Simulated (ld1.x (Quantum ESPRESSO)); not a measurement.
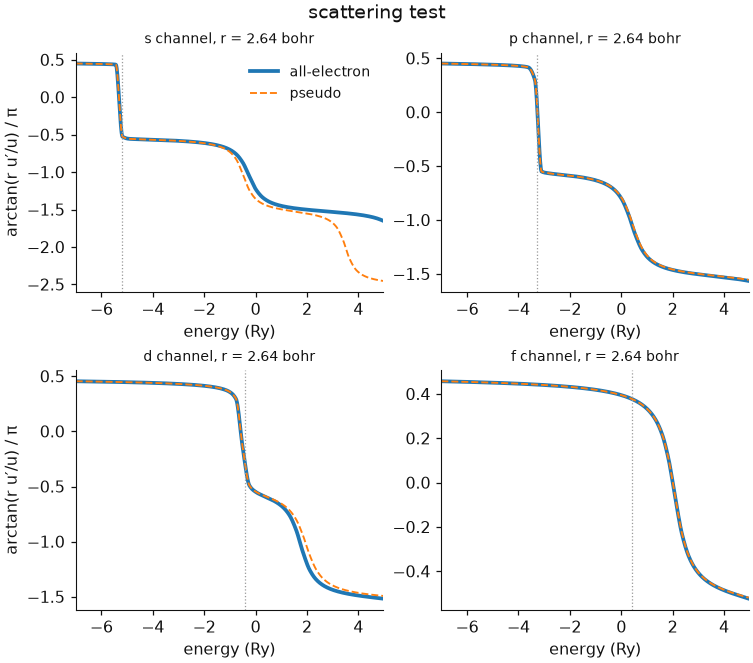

Unwrapped phase arctan(r u′/u) in units of π against energy, all-electron (solid) and pseudo (dashed); the pseudo phase is matched to the all-electron one at the reference energy. Here u = r R(r). A near-vertical step is a level narrower than the spacing of the points behind the curves. The dotted line marks the reference energy of the channel.

Input of ld1.x (Quantum ESPRESSO) 7.5:

```
 &input
   title='V', zed=23., rel=1, dft='PBE', iswitch=3,
   config='[Ar] 3d3 4s1.5 4p0.5 4f-2',
   nld=4, rlderiv=2.65, eminld=-7.0, emaxld=5.0, deld=0.02
 /
 &inputp
   pseudotype=2, tm=.true., lloc=-1, rcloc=1.80,
   nlcc=.false.,
   file_pseudopw='V.UPF', file_wfcaegen='ae.wfc', file_wfcncgen='nc.wfc', file_beta='beta', file_chi='chi'
 /
4
3S  1  0   2.00   0.00  1.45  1.45  0.0
3P  2  1   6.00   0.00  1.25  1.25  0.0
3D  3  2   3.00   0.00  2.35  2.35  0.0
4F  4  3  -2.00   0.40  2.45  2.45  0.0
 &test
   configts(1)='3s2 3p6 3d3 4s1.5 4p0.5'
 /
```

Run as:
```bash
ld1.x < V.in > V.out
```

Functional and relativity: PBE, scalar-relativistic.

Q: Over which energies does the pseudo-atom scatter like the all-electron atom (phases within 0.05 rad)?

A: s: up to about -1.2 Ry; p: up to about 0.2 Ry; d: up to about 0.9 Ry; f: over the whole range drawn.

Q: What does the plot say about ghosts?

A: Going away from the reference energies, the phases part by more than π/2 in: s at about 3.5 Ry (above its reference energy, pseudo phase lower). Such a step is either a state that only one of the two atoms has or an ordinary level shifted in energy. The separate test gives: no ghost state below the valence levels in the s, p, d, f channels.

The potential isn't sound: the pseudo-atom misses its own reference levels by up to 1.09 eV.
